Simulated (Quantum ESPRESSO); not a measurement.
## Pt (Fm-3m): electron-phonon coupling

Wanted: the coupling constant λ of Pt (Fm-3m) at ambient pressure.

Main program and level: Quantum ESPRESSO 7.5; DFT LDA, scalar-relativistic, plane waves, PseudoDojo norm-conserving pseudopotentials.

### 1. Starting point

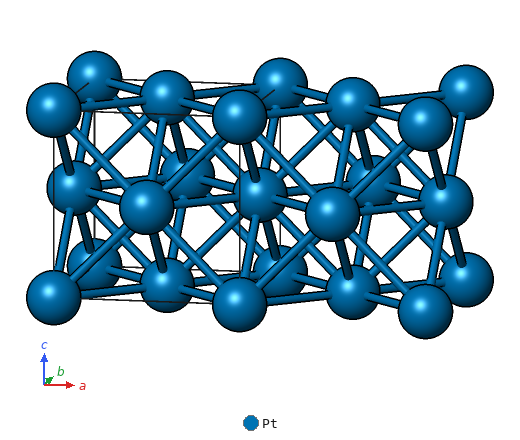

The starting structure, seen slightly off an axis (platinum blue). 2×1×1 cells are drawn. This picture shows the conventional cell, with its axes. Some periodic images of atoms are drawn too.

### 2. A first look

A cheap run with smearing and empty bands tells whether the crystal has a gap, which decides between fixed occupations and smearing later on.

Input file probe.in:

```
 &control
    calculation='scf',
    prefix='x',
    outdir='./tmp',
    pseudo_dir='./pseudo',
    tprnfor=.true.,
    tstress=.true.,
    verbosity='high',
 /
 &system
    ibrav=0,
    nat=1,
    ntyp=1,
    ecutwfc=84.0,
    occupations='smearing',
    smearing='gaussian',
    degauss=0.01,
 /
 &electrons
    conv_thr=1.0d-07,
    mixing_beta=0.7,
    electron_maxstep=100,
 /
ATOMIC_SPECIES
 Pt    195.0840  Pt.upf
CELL_PARAMETERS angstrom
     0.000000000    1.960900000    1.960900000
     1.960900000    0.000000000    1.960900000
     1.960900000    1.960900000    0.000000000
ATOMIC_POSITIONS crystal
 Pt     0.000000000   0.000000000   0.000000000
K_POINTS automatic
 8 8 8 0 0 0
```

Command:

```sh
$ OMP_NUM_THREADS=1 mpirun -n 4 pw.x -nk 4 -in probe.in > probe.out
```

What it wrote:

```text
[banners, grids, parts of the stress and lines that vanish by symmetry left out]
Program PWSCF v.7.5
     Message from routine setup:
     using ibrav=0 with symmetry is DISCOURAGED, use correct ibrav instead
[...]
kinetic-energy cutoff     =      84.0000  Ry
     charge density cutoff     =     336.0000  Ry
     scf convergence threshold =      1.0E-07
[...]
Exchange-correlation= SLA  PW   NOGX NOGC
                           (   1   4   0   0   0   0   0)
[...]
48 Sym. Ops., with inversion, found
[...]
(     0          1          0      )
                  (     0          0          1      )
[...]
( -0.0000000  1.0000000  0.0000000 )
                  ( -0.0000000  0.0000000  1.0000000 )
[...]
(     1          0         -1      )
                  (     0          0         -1      )
[...]
(  1.0000000 -0.0000000 -0.0000000 )
                  (  0.0000000 -1.0000000 -0.0000000 )
[...]
(    -1          1          0      )
                  (     0          1         -1      )
[...]
( -1.0000000  0.0000000 -0.0000000 )
                  ( -0.0000000  1.0000000 -0.0000000 )
[...]
number of k points=    29  Gaussian smearing, width (Ry)=  0.0100
[...]
End of self-consistent calculation
[...]
the Fermi energy is    23.1372 ev
!    total energy              =    -261.37389494 Ry
[...]
convergence has been achieved in   6 iterations
[...]
atom    1 type  1   force =     0.00000000    0.00000000    0.00000000
[...]
Total force =     0.000000     Total SCF correction =     0.000000
[...]
total   stress  (Ry/bohr**3)                   (kbar)     P=      -73.01
[...]
XML data file, charge density, pseudopotentials, collected wavefunctions

   JOB DONE.
```

Wall time 2.1 s (4 MPI ranks of Arm Neoverse V1, shared host); 7.9 s of CPU time.

Numbers from this step:

| Quantity | Value |
| --- | --- |
| volume per atom | 15.08 Å³ |
| pressure | -7.301 GPa |
| gap on the k-mesh | 0 eV |

No gap opens on this mesh, so smearing is kept; the start stands at -7.3 GPa.

### 3. Relaxation

The relaxation runs at a cutoff a fifth above that of the response, since stress converges more slowly with the basis than frequencies do. Forces and stress are brought to rest with tight thresholds.

Input file relax.in:

```
 &control
    calculation='vc-relax',
    prefix='x',
    outdir='./tmp',
    pseudo_dir='./pseudo',
    tprnfor=.true.,
    tstress=.true.,
    forc_conv_thr=2.0d-05,
    etot_conv_thr=1.0d-07,
    nstep=40,
 /
 &system
    ibrav=0,
    nat=1,
    ntyp=1,
    ecutwfc=101,
    occupations='smearing',
    smearing='mv',
    degauss=0.02,
 /
 &electrons
    conv_thr=1.0d-11,
    mixing_beta=0.7,
    electron_maxstep=100,
 /
 &ions
 /
 &cell
    press_conv_thr=0.2,
 /
ATOMIC_SPECIES
 Pt    195.0840  Pt.upf
CELL_PARAMETERS angstrom
     0.000000000    1.960900000    1.960900000
     1.960900000    0.000000000    1.960900000
     1.960900000    1.960900000    0.000000000
ATOMIC_POSITIONS crystal
 Pt     0.000000000   0.000000000   0.000000000
K_POINTS automatic
 16 16 16 0 0 0
```

Command:

```sh
$ OMP_NUM_THREADS=1 mpirun -n 4 pw.x -nk 4 -in relax.in > relax.out
```

What it wrote:

```text
[banners, grids, parts of the stress and lines that vanish by symmetry left out]
[banner, memory and clock lines left out]
Program PWSCF v.7.5

[...]
kinetic-energy cutoff     =     101.0000  Ry
     charge density cutoff     =     404.0000  Ry
     scf convergence threshold =      1.0E-11
[...]
energy convergence thresh.=      1.0E-07
     force convergence thresh. =      2.0E-05
     press convergence thresh. =      2.0E-01
     Exchange-correlation= SLA  PW   NOGX NOGC
                           (   1   4   0   0   0   0   0)
[...]
48 Sym. Ops., with inversion, found
[...]
number of k points=   145  Marzari-Vanderbilt smearing, width (Ry)=  0.0200
[...]
End of self-consistent calculation
[...]
the Fermi energy is    23.2148 ev
!    total energy              =    -261.37427516 Ry
[...]
convergence has been achieved in   9 iterations
[...]
atom    1 type  1   force =     0.00000000    0.00000000    0.00000000
     Total force =     0.000000     Total SCF correction =     0.000000
[...]
total   stress  (Ry/bohr**3)                   (kbar)     P=      -69.22
[...]
number of bfgs steps    =   0
[...]
CELL_PARAMETERS (angstrom)
[...]
ATOMIC_POSITIONS (crystal)
Pt               0.0000000000        0.0000000000        0.0000000000
[...]
New effective cutoffs (rho, wfc):  412.15  103.42
[...]
End of self-consistent calculation
[...]
the Fermi energy is    24.3472 ev
!    total energy              =    -261.37470843 Ry
[...]
convergence has been achieved in   6 iterations
[...]
atom    1 type  1   force =     0.00000000    0.00000000    0.00000000
     Total force =     0.000000     Total SCF correction =     0.000000
[...]
total   stress  (Ry/bohr**3)                   (kbar)     P=       37.30
[...]
number of bfgs steps    =   1
[...]
CELL_PARAMETERS (angstrom)
[...]
ATOMIC_POSITIONS (crystal)
Pt               0.0000000000        0.0000000000        0.0000000000
[...]
New effective cutoffs (rho, wfc):  408.79  102.57
[...]
End of self-consistent calculation
[...]
the Fermi energy is    23.9505 ev
!    total energy              =    -261.37485265 Ry
[...]
convergence has been achieved in   7 iterations
[...]
atom    1 type  1   force =     0.00000000    0.00000000    0.00000000
     Total force =     0.000000     Total SCF correction =     0.000000
[...]
total   stress  (Ry/bohr**3)                   (kbar)     P=       -1.87
[...]
number of bfgs steps    =   2
[...]
CELL_PARAMETERS (angstrom)
[...]
ATOMIC_POSITIONS (crystal)
Pt               0.0000000000        0.0000000000        0.0000000000
[...]
New effective cutoffs (rho, wfc):  408.95  102.61
[...]
End of self-consistent calculation
[...]
the Fermi energy is    23.9695 ev
!    total energy              =    -261.37485303 Ry
[...]
convergence has been achieved in   5 iterations
[...]
atom    1 type  1   force =     0.00000000    0.00000000    0.00000000
     Total force =     0.000000     Total SCF correction =     0.000000
[...]
total   stress  (Ry/bohr**3)                   (kbar)     P=       -0.04
[...]
number of bfgs steps    =   3
[...]
small trust_radius: resetting bfgs history
[...]
CELL_PARAMETERS (angstrom)
[...]
ATOMIC_POSITIONS (crystal)
Pt               0.0000000000        0.0000000000        0.0000000000
[...]
New effective cutoffs (rho, wfc):  408.96  102.62
[...]
End of self-consistent calculation
[...]
the Fermi energy is    23.9702 ev
!    total energy              =    -261.37485303 Ry
[...]
convergence has been achieved in   3 iterations
[...]
atom    1 type  1   force =     0.00000000    0.00000000    0.00000000
     Total force =     0.000000     Total SCF correction =     0.000000
[...]
total   stress  (Ry/bohr**3)                   (kbar)     P=        0.02
[...]
bfgs converged in   5 scf cycles and   4 bfgs steps
[...]
End of BFGS Geometry Optimization
     Final enthalpy           =    -261.3748530300 Ry
     File ./tmp/x.bfgs deleted, as requested
[...]
CELL_PARAMETERS (angstrom)
[...]
ATOMIC_POSITIONS (crystal)
Pt               0.0000000000        0.0000000000        0.0000000000
[...]
Final scf calculation at the relaxed structure.
[...]
kinetic-energy cutoff     =     101.0000  Ry
     charge density cutoff     =     404.0000  Ry
     scf convergence threshold =      1.0E-13
[...]
press convergence thresh. =      2.0E-01
     Exchange-correlation= SLA  PW   NOGX NOGC
                           (   1   4   0   0   0   0   0)
[...]
48 Sym. Ops., with inversion, found
[...]
number of k points=   145  Marzari-Vanderbilt smearing, width (Ry)=  0.0200
[...]
c_bands:  1 eigenvalues not converged
[...]
End of self-consistent calculation
[...]
the Fermi energy is    23.9702 ev
!    total energy              =    -261.37484724 Ry
[...]
convergence has been achieved in  10 iterations
[...]
atom    1 type  1   force =     0.00000000    0.00000000    0.00000000
     Total force =     0.000000     Total SCF correction =     0.000000
[...]
total   stress  (Ry/bohr**3)                   (kbar)     P=       -0.01
[...]
XML data file, charge density, pseudopotentials, collected wavefunctions
```

The job ended after 73 s (4 MPI ranks).

Step by step:

```
step  energy less that of the first step (eV)  largest force (eV/Å)  pressure (GPa)  volume (Å³)
   1                                   0.0000                0.0000           -6.92        15.08
   2                                  -0.0059                0.0000            3.73        14.55
   3                                  -0.0079                0.0000           -0.19        14.73
   4                                  -0.0079                0.0000            0.00        14.73
   5                                  -0.0079                0.0000            0.00        14.72
   6                                  -0.0078                0.0000            0.00        14.72
```

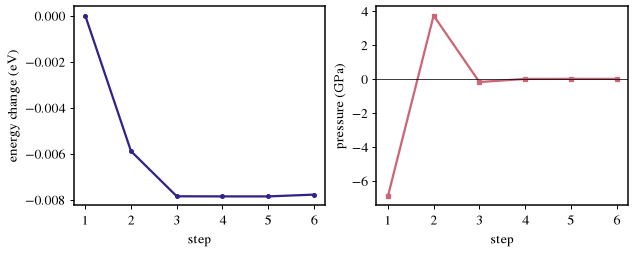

Energy and pressure along the relaxation.

```
conventional cell, symmetrised  before  after  change
                         a (Å)   3.922  3.891  -0.8 %
                         b (Å)   3.922  3.891  -0.8 %
                         c (Å)   3.922  3.891  -0.8 %
              volume (Å³/atom)   15.08  14.72  -2.4 %
```

Final coordinates:

```
Pt
1.0
     0.00000    1.94539    1.94539
     1.94539    0.00000    1.94539
     1.94539    1.94539    0.00000
Pt
1
Direct
  0.00000 0.00000 0.00000
```

The last row of the table of steps is pw.x's closing run on a basis chosen anew for the final cell, so its energy can jump.

Read from the output:

* volume per atom: 14.72 Å³
* pressure: -0.001 GPa

The volume changes by -2.4 % from the cell with which this run began.

### 4. Self-consistent run for the response

The response is built on this ground state, so it is converged far tighter than an energy would need. Smearing stays on, as the first look found no gap above 0.3 eV.

Input file scf.in:

```
 &control
    calculation='scf',
    prefix='x',
    outdir='./tmp',
    pseudo_dir='./pseudo',
    tprnfor=.true.,
    tstress=.true.,
 /
 &system
    ibrav=0,
    nat=1,
    ntyp=1,
    ecutwfc=84.0,
    occupations='smearing',
    smearing='mv',
    degauss=0.02,
 /
 &electrons
    conv_thr=1.0d-12,
    mixing_beta=0.7,
    electron_maxstep=100,
 /
ATOMIC_SPECIES
 Pt    195.0840  Pt.upf
CELL_PARAMETERS angstrom
     0.000000000    1.945387948    1.945387948
     1.945387948    0.000000000    1.945387948
     1.945387948    1.945387948    0.000000000
ATOMIC_POSITIONS crystal
 Pt     0.000000000   0.000000000   0.000000000
K_POINTS automatic
 16 16 16 0 0 0
```

Command:

```sh
$ OMP_NUM_THREADS=1 mpirun -n 4 pw.x -nk 4 -in scf.in > scf.out
```

What it wrote:

```text
[banners, grids, parts of the stress and lines that vanish by symmetry left out]
[banner, memory and clock lines left out]
Program PWSCF v.7.5

[...]
kinetic-energy cutoff     =      84.0000  Ry
     charge density cutoff     =     336.0000  Ry
     scf convergence threshold =      1.0E-12
[...]
Exchange-correlation= SLA  PW   NOGX NOGC
                           (   1   4   0   0   0   0   0)
[...]
48 Sym. Ops., with inversion, found
[...]
number of k points=   145  Marzari-Vanderbilt smearing, width (Ry)=  0.0200
[...]
End of self-consistent calculation
[...]
the Fermi energy is    23.9702 ev
!    total energy              =    -261.37480411 Ry
[...]
convergence has been achieved in   9 iterations
[...]
atom    1 type  1   force =     0.00000000    0.00000000    0.00000000
     Total force =     0.000000     Total SCF correction =     0.000000
[...]
total   stress  (Ry/bohr**3)                   (kbar)     P=       -0.04
[...]
XML data file, charge density, pseudopotentials, collected wavefunctions
```

It took 8.9 s on 4 MPI ranks.

This step gave:

```
pressure : -0.004 GPa
```

The cell stands at -0.004 GPa, close enough for phonons.

### 5. Levels on a dense mesh

The coupling is a sum over pairs of states at the Fermi level and needs a much denser mesh than the density does.

scf_fit.in, as its differences from scf.in of step 4:

```diff
@@ -16,5 +16,6 @@
     degauss=0.02,
+    la2F=.true.,
  /
  &electrons
-    conv_thr=1.0d-12,
+    conv_thr=1.0d-10,
     mixing_beta=0.7,
@@ -31,2 +32,2 @@
 K_POINTS automatic
- 16 16 16 0 0 0
+ 32 32 32 0 0 0
```

Command:

```sh
$ OMP_NUM_THREADS=1 mpirun -n 4 pw.x -nk 4 -in scf_fit.in > scf_fit.out
```

What it wrote:

```text
[banners, grids, parts of the stress and lines that vanish by symmetry left out]
[banner, memory and clock lines left out]
Program PWSCF v.7.5

[...]
kinetic-energy cutoff     =      84.0000  Ry
     charge density cutoff     =     336.0000  Ry
     scf convergence threshold =      1.0E-10
[...]
Exchange-correlation= SLA  PW   NOGX NOGC
                           (   1   4   0   0   0   0   0)
[...]
48 Sym. Ops., with inversion, found
[...]
number of k points=   897  Marzari-Vanderbilt smearing, width (Ry)=  0.0200
[...]
End of self-consistent calculation
[...]
the Fermi energy is    23.9810 ev
!    total energy              =    -261.37480543 Ry
[...]
convergence has been achieved in   8 iterations
[...]
atom    1 type  1   force =     0.00000000    0.00000000    0.00000000
     Total force =     0.000000     Total SCF correction =     0.000000
[...]
total   stress  (Ry/bohr**3)                   (kbar)     P=        0.14
[...]
XML data file, charge density, pseudopotentials, collected wavefunctions
```

Elapsed: 46 s, on 4 MPI ranks; 3 min of CPU time.

Read from the output:

* pressure: 0.01400 GPa

### 6. Self-consistent run for the response

The run on the dense mesh left its levels for the electron-phonon sums; ph.x needs the ground state on the coarse mesh, so pw.x runs once more in the same folder.

scf.in is that of step 4.

Command:

```sh
$ OMP_NUM_THREADS=1 mpirun -n 4 pw.x -nk 4 -in scf.in > scf.out
```

What it wrote:

```text
[banners, grids, parts of the stress and lines that vanish by symmetry left out]
[banner, memory and clock lines left out]
Program PWSCF v.7.5

[...]
kinetic-energy cutoff     =      84.0000  Ry
     charge density cutoff     =     336.0000  Ry
     scf convergence threshold =      1.0E-12
[...]
Exchange-correlation= SLA  PW   NOGX NOGC
                           (   1   4   0   0   0   0   0)
[...]
48 Sym. Ops., with inversion, found
[...]
number of k points=   145  Marzari-Vanderbilt smearing, width (Ry)=  0.0200
[...]
End of self-consistent calculation
[...]
the Fermi energy is    23.9702 ev
!    total energy              =    -261.37480411 Ry
[...]
convergence has been achieved in   9 iterations
[...]
atom    1 type  1   force =     0.00000000    0.00000000    0.00000000
     Total force =     0.000000     Total SCF correction =     0.000000
[...]
total   stress  (Ry/bohr**3)                   (kbar)     P=       -0.04
[...]
XML data file, charge density, pseudopotentials, collected wavefunctions
```

Elapsed: 8.8 s, on 4 MPI ranks.

Numbers from this step:

| Item | Value |
| --- | --- |
| pressure | -0.004 GPa |

(Continued in part 2 of 3.)

[Host names and launcher messages were left out of these logs when they were recorded.]

[Logs are printed without paths, hosts, clocks, repeated set-up lines and the standing remarks that a program may print on its own settings, such as how far it seeks lower states.]

[Hosts, paths, dates, database ids (printed as entryN), source tags and the programs' standing remarks are cut or masked in the printed files.]
